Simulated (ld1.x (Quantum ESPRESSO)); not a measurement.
# Germanium: generating and testing a TM potential

Task: generate the file, and judge it by its errors in other configurations, its logarithmic derivatives, its ghosts and its cutoff.

Method: ld1.x (Quantum ESPRESSO) 7.5, LDA (PZ), scalar-relativistic.

**1. The design**

The settings as typed:

```json
{"element": "germanium (Ge, Z = 32)", "type": "norm-conserving Troullier–Martins (Kleinman–Bylander form)", "frozen core": "[Ar] 3d10", "valence charge": "4", "reference configuration": "4s2 4p2", "partial waves": "4s (bound): rc 1.80 bohr; 4d channel at 0.4 Ry: rc 1.60 bohr; 4p (bound): rc 1.80 bohr", "local potential": "the p channel", "core correction": "Bessel-smoothed model core inside 1.40 bohr"}
```

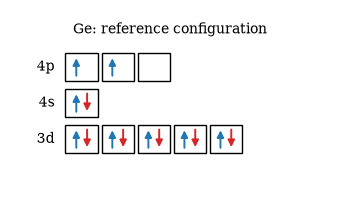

The outer shells as boxes. The arrows follow Hund's rule for the drawing; the calculation itself is spin-unpolarised.

The nodes and maxima of the atom's own shells, from an earlier all-electron run, set the scale for the radii.

All-electron outer shells of the reference configuration (LDA (PZ), scalar-relativistic, ld1.x):

```json
{"shell": "3p", "level (eV)": "-115.38", "outermost node (bohr)": "0.23", "outermost maximum (bohr)": "0.54"}
{"shell": "3d", "level (eV)": "-29.55", "outermost node (bohr)": "–", "outermost maximum (bohr)": "0.50"}
{"shell": "4s", "level (eV)": "-11.95", "outermost node (bohr)": "0.77", "outermost maximum (bohr)": "1.73"}
{"shell": "4p", "level (eV)": "-4.05", "outermost node (bohr)": "0.82", "outermost maximum (bohr)": "2.19"}
```

**2. Generating the potential**

Contents of Ge.in:

```
 &input
   title='Ge', zed=32., rel=1, dft='PZ', iswitch=3,
   config='[Ar] 3d10 4s2 4p2 4d-2',
   nld=3, rlderiv=1.95, eminld=-3.0, emaxld=5.0, deld=0.02
 /
 &inputp
   pseudotype=2, tm=.true., lloc=1,
   nlcc=.true., new_core_ps=.true., rcore=1.40,
   file_pseudopw='Ge.UPF', file_wfcaegen='ae.wfc', file_wfcncgen='nc.wfc', file_beta='beta', file_chi='chi'
 /
3
4S  1  0   2.00   0.00  1.80  1.80  0.0
4D  3  2  -2.00   0.40  1.60  1.60  0.0
4P  2  1   2.00   0.00  1.80  1.80  0.0
 &test
   configts(1)='4s2 4p2'
 /
```

Launch:

```bash
$ ld1.x < Ge.in > Ge.out
```

Output in Ge.out (without the banner and most projector matrices):

```text
     Program LD1 v.7.5
     --------------------------- All-electron run ----------------------------

     Ge
     scalar relativistic calculation

     atomic number is 32.00
     dft =PZ   lsd =0 sic =0 latt =0  beta=0.20 tr2=1.0E-14
     Exchange-correlation= PZ
                           (   1   1   0   0   0   0   0)
     mesh =1207 r(mesh) = 100.41023 a.u. xmin = -7.00 dx = 0.01250
     1 Ry =  13.60569312 eV, c = 137.03599908

     n l     nl                  e(Ry)          e(Ha)          e(eV)
     1 0     1S 1( 2.00)      -804.1611      -402.0806    -10941.1695
     2 0     2S 1( 2.00)      -100.6529       -50.3264     -1369.4521
     2 1     2P 1( 6.00)       -88.0558       -44.0279     -1198.0608
     3 0     3S 1( 2.00)       -12.3282        -6.1641      -167.7335
     3 1     3P 1( 6.00)        -8.4803        -4.2401      -115.3798
     3 2     3D 1(10.00)        -2.1721        -1.0861       -29.5534
     4 0     4S 1( 2.00)        -0.8783        -0.4391       -11.9492
     4 1     4P 1( 2.00)        -0.2978        -0.1489        -4.0524

     final scf error:  4.7E-15 reached in  30 iterations

     Etot =   -4191.792465 Ry,   -2095.896232 Ha,  -57032.241908 eV

     Ekin =    4266.124265 Ry,    2133.062132 Ha,   58043.577571 eV
     Encl =  -10108.779457 Ry,   -5054.389729 Ha, -137536.951145 eV
     Eh   =    1803.889143 Ry,     901.944572 Ha,   24543.162109 eV
     Exc  =    -153.026415 Ry,     -76.513207 Ha,   -2082.030442 eV

     normalization and overlap integrals

     s(1S/1S) =  1.000000  <r> =   0.0471  <r2> =    0.0030  r(max) =   0.0309
     s(2S/2S) =  1.000000  <r> =   0.2104  <r2> =    0.0522  r(max) =   0.1754
     s(2P/2P) =  1.000000  <r> =   0.1839  <r2> =    0.0414  r(max) =   0.1418
     s(3S/3S) =  1.000000  <r> =   0.6254  <r2> =    0.4515  r(max) =   0.5402
     s(3P/3P) =  1.000000  <r> =   0.6478  <r2> =    0.4946  r(max) =   0.5402
     s(3D/3D) =  1.000000  <r> =   0.7371  <r2> =    0.6985  r(max) =   0.5012
     s(4S/4S) =  1.000000  <r> =   2.1065  <r2> =    5.1396  r(max) =   1.7277
     s(4P/4P) =  1.000000  <r> =   2.8791  <r2> =    9.9061  r(max) =   2.1908

     ------------------------ End of All-electron run ------------------------

     --------------------- Generating NC pseudopotential ---------------------

      Generating local pot.: lloc=1, matching radius rcloc =   1.8000

      Computing core charge for nlcc:

       r > 1.41 : true rho core
      Core charge pseudized with two Bessel functions
      Integrated core pseudo-charge :   8.30

      Wfc   4S  rcut= 1.794  Using Troullier-Martins method

      Wfc   4D  rcut= 1.583  Using Troullier-Martins method

     ------------------- End of pseudopotential generation -------------------

     [... the all-electron block is printed once more ...]


     Computing logarithmic derivative in   1.94553
     Computing logarithmic derivative in   1.94553
     Computing the partial wave expansion
     R is outside the sphere for l=    0 j= 0.00
       no projector for channel:   1
     R is outside the sphere for l=    2 j= 0.00

     ---------------------- Testing the pseudopotential ----------------------

     Ge
     scalar relativistic calculation

     atomic number is 32.00   valence charge is  4.00
     dft =PZ   lsd =0 sic =0 latt =0  beta=0.20 tr2=1.0E-14
     mesh =1207 r(mesh) = 100.41023 xmin = -7.00 dx = 0.01250

     n l     nl             e AE (Ry)        e PS (Ry)    De AE-PS (Ry)
     1 0     4S   1( 2.00)       -0.87825       -0.87826        0.00000
     2 1     4P   1( 2.00)       -0.29784       -0.29784       -0.00000

     eps = 7.5E-15  iter =  9

     Etot =   -4191.792465 Ry,   -2095.896232 Ha,  -57032.241908 eV
     Etotps =   -20.883430 Ry,     -10.441715 Ha,    -284.133538 eV

     Ekin =       2.603051 Ry,       1.301525 Ha,      35.416311 eV
     Encl =     -13.611823 Ry,      -6.805911 Ha,    -185.198282 eV
     Ehrt =       5.848684 Ry,       2.924342 Ha,      79.575395 eV
     Ecxc =     -15.726485 Ry,      -7.863242 Ha,    -213.969726 eV
     (Ecc =     -13.087132 Ry,      -6.543566 Ha,    -178.059498 eV)
     Epseu=       0.003143 Ry,       0.001572 Ha,       0.042764 eV

     ---------------------- End of pseudopotential test ----------------------
```

It took 1.7 s on 1 thread, shared host. This counts the later configuration tests of the new file too.

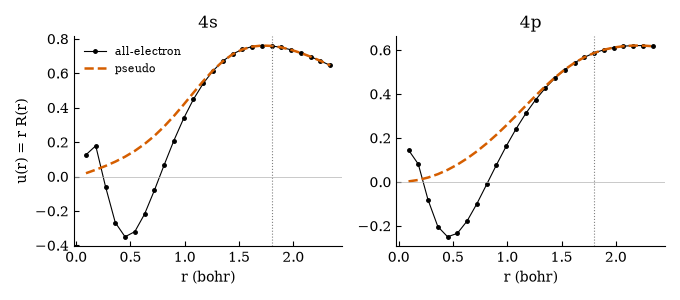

All-electron and pseudo partial waves (4s, 4p), with the matching radii dotted. The curves join 26 sampled radii, too few to resolve the innermost nodes.

**3. Configuration tests**

Contents of Ge.test.in:

```
 &input
   title='Ge', zed=32., rel=1, dft='PZ', iswitch=2,
   config='[Ar] 3d10 4s2 4p2 4d-2'
 /
 &test
   file_pseudo='Ge.UPF', nconf=10,
   configts(1)='4s2 4p2',
   configts(2)='4s2 4p1',
   configts(3)='4s2 4p0',
   configts(4)='4s1 4p0',
   configts(5)='4s2 4p1.5',
   configts(6)='4s0 4p4',
   configts(7)='4s1 4p3',
   configts(8)='4s2 4p2.3',
   configts(9)='4s2 4p2', lsdts(9)=1,
   configts(10)='4s2 4p1', lsdts(10)=1
 /
```

Launch:

```bash
$ ld1.x < Ge.test.in > Ge.test.out
```

Ge.test.out, the pseudopotential blocks:

```text
     ---------------------- Testing the pseudopotential ----------------------

     Ge
     scalar relativistic calculation

     atomic number is 32.00   valence charge is  4.00
     dft =PZ   lsd =0 sic =0 latt =0  beta=0.20 tr2=1.0E-14
     mesh =1207 r(mesh) = 100.41023 xmin = -7.00 dx = 0.01250

     n l     nl             e AE (Ry)        e PS (Ry)    De AE-PS (Ry)
     1 0     4S   1( 2.00)       -0.87825       -0.87826        0.00000
     2 1     4P   1( 2.00)       -0.29784       -0.29784       -0.00000

     eps = 4.4E-15  iter =  9

     Etot =   -4191.792465 Ry,   -2095.896232 Ha,  -57032.241908 eV
     Etotps =   -20.883430 Ry,     -10.441715 Ha,    -284.133539 eV

     Ekin =       2.603051 Ry,       1.301525 Ha,      35.416309 eV
     Encl =     -13.611823 Ry,      -6.805911 Ha,    -185.198281 eV
     Ehrt =       5.848684 Ry,       2.924342 Ha,      79.575394 eV
     Ecxc =     -15.726485 Ry,      -7.863242 Ha,    -213.969725 eV
     (Ecc =     -13.087132 Ry,      -6.543566 Ha,    -178.059498 eV)
     Epseu=       0.003143 Ry,       0.001572 Ha,       0.042764 eV

     ---------------------- End of pseudopotential test ----------------------

     ---------------------- Testing the pseudopotential ----------------------

     Ge
     [...]
     n l     nl             e AE (Ry)        e PS (Ry)    De AE-PS (Ry)
     1 0     4S   1( 2.00)       -1.48072       -1.48284        0.00212
     2 1     4P   1( 1.00)       -0.84337       -0.84460        0.00123

     eps = 1.2E-16  iter =  6

     Etot =   -4191.231204 Ry,   -2095.615602 Ha,  -57024.605573 eV
     Etotps =   -20.321679 Ry,     -10.160840 Ha,    -276.490529 eV
     dEtot_ae =       0.561260 Ry
     dEtot_ps =       0.561751 Ry,   Delta E=      -0.000491 Ry

     [...]
     ---------------------- End of pseudopotential test ----------------------

     ---------------------- Testing the pseudopotential ----------------------

     Ge
     [...]
     n l     nl             e AE (Ry)        e PS (Ry)    De AE-PS (Ry)
     1 0     4S   1( 2.00)       -2.17815       -2.18719        0.00904  !
     2 1     4P   1( 0.00)       -1.47900       -1.48564        0.00664  !

     eps = 9.7E-15  iter =  5

     Etot =   -4190.076128 Ry,   -2095.038064 Ha,  -57008.889960 eV
     Etotps =   -19.163025 Ry,      -9.581513 Ha,    -260.726241 eV
     dEtot_ae =       1.716336 Ry
     dEtot_ps =       1.720405 Ry,   Delta E=      -0.004068 Ry

     [...]
     ---------------------- End of pseudopotential test ----------------------

     ---------------------- Testing the pseudopotential ----------------------

     Ge
     [...]
     n l     nl             e AE (Ry)        e PS (Ry)    De AE-PS (Ry)
     1 0     4S   1( 1.00)       -3.00609       -3.03253        0.02644  !
     2 1     4P   1( 0.00)       -2.23600       -2.25840        0.02239  !

     eps = 4.3E-15  iter =  5

     Etot =   -4187.487630 Ry,   -2093.743815 Ha,  -56973.671651 eV
     Etotps =   -16.557212 Ry,      -8.278606 Ha,    -225.272352 eV
     dEtot_ae =       4.304834 Ry
     dEtot_ps =       4.326217 Ry,   Delta E=      -0.021383 Ry

     [...]
     ---------------------- End of pseudopotential test ----------------------

     ---------------------- Testing the pseudopotential ----------------------

     Ge
     [...]
     n l     nl             e AE (Ry)        e PS (Ry)    De AE-PS (Ry)
     1 0     4S   1( 2.00)       -1.16480       -1.16546        0.00066
     2 1     4P   1( 1.50)       -0.55673       -0.55705        0.00031

     eps = 8.5E-15  iter =  8

     Etot =   -4191.580151 Ry,   -2095.790075 Ha,  -57029.353234 eV
     Etotps =   -20.671028 Ry,     -10.335514 Ha,    -281.243666 eV
     dEtot_ae =       0.212314 Ry
     dEtot_ps =       0.212402 Ry,   Delta E=      -0.000088 Ry

     [...]
     ---------------------- End of pseudopotential test ----------------------

     ---------------------- Testing the pseudopotential ----------------------

     Ge
     [...]
     n l     nl             e AE (Ry)        e PS (Ry)    De AE-PS (Ry)
     1 0     4S   1( 0.00)       -1.01284       -1.01647        0.00363
     2 1     4P   1( 4.00)       -0.39230       -0.39316        0.00085

     eps = 6.7E-15  iter = 10

     Etot =   -4190.590064 Ry,   -2095.295032 Ha,  -57015.882419 eV
     Etotps =   -19.677967 Ry,      -9.838983 Ha,    -267.732375 eV
     dEtot_ae =       1.202400 Ry
     dEtot_ps =       1.205463 Ry,   Delta E=      -0.003063 Ry

     [...]
     ---------------------- End of pseudopotential test ----------------------

     ---------------------- Testing the pseudopotential ----------------------

     Ge
     [...]
     n l     nl             e AE (Ry)        e PS (Ry)    De AE-PS (Ry)
     1 0     4S   1( 1.00)       -0.94917       -0.95116        0.00199
     2 1     4P   1( 3.00)       -0.34754       -0.34799        0.00045

     eps = 4.0E-15  iter = 10

     Etot =   -4191.201276 Ry,   -2095.600638 Ha,  -57024.198376 eV
     Etotps =   -20.291396 Ry,     -10.145698 Ha,    -276.078509 eV
     dEtot_ae =       0.591189 Ry
     dEtot_ps =       0.592034 Ry,   Delta E=      -0.000845 Ry

     [...]
     ---------------------- End of pseudopotential test ----------------------

     ---------------------- Testing the pseudopotential ----------------------

     Ge
     [...]
     n l     nl             e AE (Ry)        e PS (Ry)    De AE-PS (Ry)
     1 0     4S   1( 2.00)       -0.72450       -0.72437       -0.00013
     2 1     4P   1( 2.30)       -0.15929       -0.15926       -0.00003

     eps = 6.3E-15  iter = 13

     Etot =   -4191.860664 Ry,   -2095.930332 Ha,  -57033.169808 eV
     Etotps =   -20.951632 Ry,     -10.475816 Ha,    -285.061470 eV
     dEtot_ae =      -0.068199 Ry
     dEtot_ps =      -0.068202 Ry,   Delta E=       0.000002 Ry

     [...]
     ---------------------- End of pseudopotential test ----------------------

     ---------------------- Testing the pseudopotential ----------------------

     Ge
     [...]
     n l     nl             e AE (Ry)        e PS (Ry)    De AE-PS (Ry)
     1 0     4S   1( 1.00)       -0.90758       -0.90755       -0.00003
     2 1     4P   1( 2.00)       -0.32717       -0.32713       -0.00004
     1 0     4S   2( 1.00)       -0.82053       -0.82090        0.00036
     2 1     4P   2( 0.00)       -0.24174       -0.24200        0.00026

     eps = 2.2E-15  iter =  9

     Etot =   -4191.833859 Ry,   -2095.916930 Ha,  -57032.805115 eV
     Etotps =   -20.924696 Ry,     -10.462348 Ha,    -284.694990 eV
     dEtot_ae =      -0.041395 Ry
     dEtot_ps =      -0.041266 Ry,   Delta E=      -0.000129 Ry

     [...]
     ---------------------- End of pseudopotential test ----------------------

     ---------------------- Testing the pseudopotential ----------------------

     Ge
     [...]
     n l     nl             e AE (Ry)        e PS (Ry)    De AE-PS (Ry)
     1 0     4S   1( 1.00)       -1.50412       -1.50621        0.00209
     2 1     4P   1( 1.00)       -0.86691       -0.86807        0.00116
     1 0     4S   2( 1.00)       -1.44959       -1.45198        0.00239
     2 1     4P   2( 0.00)       -0.81166       -0.81316        0.00150

     eps = 3.0E-15  iter =  7

     Etot =   -4191.244831 Ry,   -2095.622416 Ha,  -57024.790977 eV
     Etotps =   -20.335225 Ry,     -10.167613 Ha,    -276.674831 eV
     dEtot_ae =       0.547633 Ry
     dEtot_ps =       0.548205 Ry,   Delta E=      -0.000572 Ry

     [...]
     ---------------------- End of pseudopotential test ----------------------
```

Excitation and ionisation energies from 4s2 4p2, with the error of the potential. Spin-polarised rows fill open shells by Hund's rule and count from the unpolarised reference.

| valence configuration | charge | ΔE all-electron (eV) | error AE − PS (meV) |
| --- | --- | --- | --- |
| 4s2 4p1 | +1 | 7.636 | -6.7 |
| 4s2 4p0 | +2 | 23.352 | -55 |
| 4s1 4p0 | +3 | 58.570 | -291 |
| 4s2 4p1.5 | +0.5 | 2.889 | -1.2 |
| 4s0 4p4 | 0 | 16.359 | -42 |
| 4s1 4p3 | 0 | 8.044 | -11 |
| 4s2 4p2.3 | -0.3 | -0.928 | 0.0 |
| 4s2 4p2 (spin-polarised) | 0 | -0.563 | -1.8 |
| 4s2 4p1 (spin-polarised) | +1 | 7.451 | -7.8 |

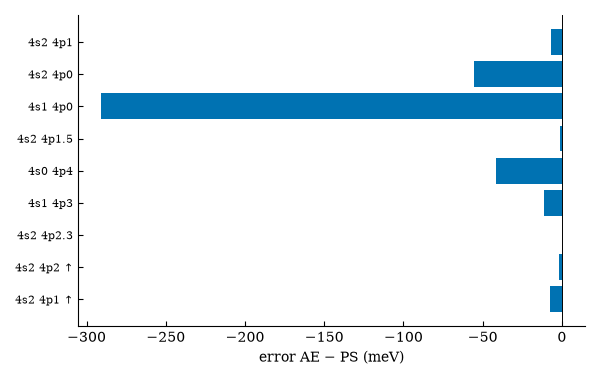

Error of the potential in each test configuration; ↑ marks spin-polarised tests.

**4. Scattering by logarithmic derivatives**

Taken from the files of the generation run. The phase is arctan(r·u′/u) with u = r·R, unwrapped, with energies in Ry. A pole is an energy at which the radial function vanishes at the test radius. The pseudo phase is shifted by a multiple of π to meet the all-electron one at the reference energy. Levels narrower than the energy grid can be missing from the poles. The last column is the largest difference on the grid between −1 and +1 Ry.

| channel | radius (bohr) | reference (Ry) | poles AE | poles PS | window around the reference with phases within 0.05 rad (Ry) | largest difference near zero (rad) |
| --- | --- | --- | --- | --- | --- | --- |
| s | 1.95 | -0.88 | 2.42 | 2.77 | below 4.7 | 0.011 |
| p | 1.95 | -0.30 | 4.01 | 3.67 | the whole range | 0.010 |
| d | 1.95 | 0.40 | -2.04 | -1.80 | above -1.6 | 0.005 |

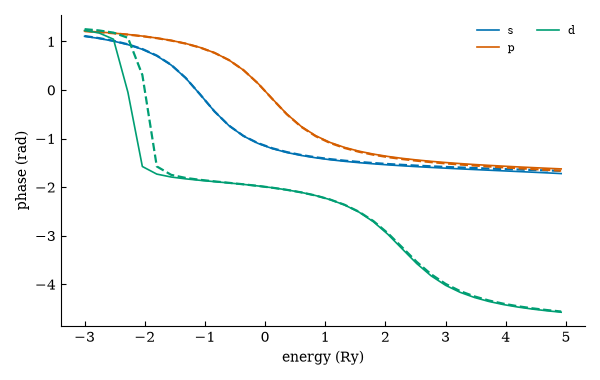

All-electron (solid) and pseudo (dashed) phases against energy.

**5. Cutoff and ghost test in a Bessel basis**

A separate test, outside the generator: the pseudo-atom's Hamiltonian at the reference potential is diagonalised in spherical Bessel functions j_l(qr) that vanish at 20 bohr, with q² up to the cutoff.

All-electron valence levels (Ry): 4s -0.8782, 4p -0.2978. The lowest levels of each channel (Ry) by cutoff; the last column sums, over occupied levels, occupation times the distance from the level at 400 Ry. A positive value at high cutoff is not a bound level.

| cutoff (Ry) | s #1 | d #1 | p #1 | f #1 | Σ f·Δε (mRy) |
| --- | --- | --- | --- | --- | --- |
| 8 | -0.8162 | 0.0558 | -0.2926 | 0.1099 | 134.5 |
| 12 | -0.8654 | 0.0558 | -0.2948 | 0.1099 | 31.9 |
| 18 | -0.8726 | 0.0558 | -0.2974 | 0.1099 | 12.3 |
| 25 | -0.8735 | 0.0558 | -0.2977 | 0.1099 | 9.8 |
| 30 | -0.8755 | 0.0558 | -0.2977 | 0.1099 | 5.8 |
| 40 | -0.8779 | 0.0557 | -0.2978 | 0.1099 | 0.8 |
| 50 | -0.8781 | 0.0557 | -0.2978 | 0.1099 | 0.4 |
| 400 | -0.8783 | -1.9180 | -0.2978 | 0.1099 | 0.0 |

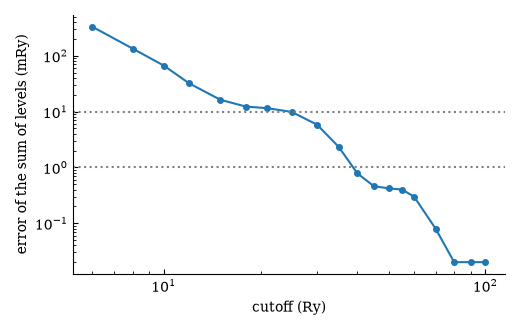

Occupation-weighted error of the valence levels against the cutoff; the dotted lines mark 10 and 1 mRy.

The sum stays within 10 mRy from 25 Ry and within 1 mRy from 40 Ry. The sum leaves out empty levels, which can need more. Ghost test: ghost state, bound below the all-electron valence or empty levels of the same l: d at -26.1 eV.

**6. Summary of results**

```
                                                quantity                  value
               cutoffs for 10 and 1 mRy, occupied levels        25 Ry and 40 Ry
                                            bound ghosts         d at -26.10 eV
         largest test error (AE − PS), unpolarised tests  -291 meV, for 4s1 4p0
largest phase difference near zero energy, channels read              0.011 rad
```

In words: A bound ghost (d) makes it unfit for use: electrons can fall into a state that the atom doesn't have. By total energies transferability is poor: the largest error is 291 meV on 58.6 eV, for 4s1 4p0. That test lies far up in energy; among those under 40 eV, nearer to bonding, the largest error is 55 meV. By its cutoff, 25 Ry for the looser tolerance, it is soft on the atom at that tolerance. The slowest occupied level is 4s: taken alone it needs 40 Ry to come within 1 mRy, against 18 Ry for 4p. Near zero energy the phases of the channels with partial waves agree within 0.011 rad. All of this concerns the isolated atom, not yet a solid.
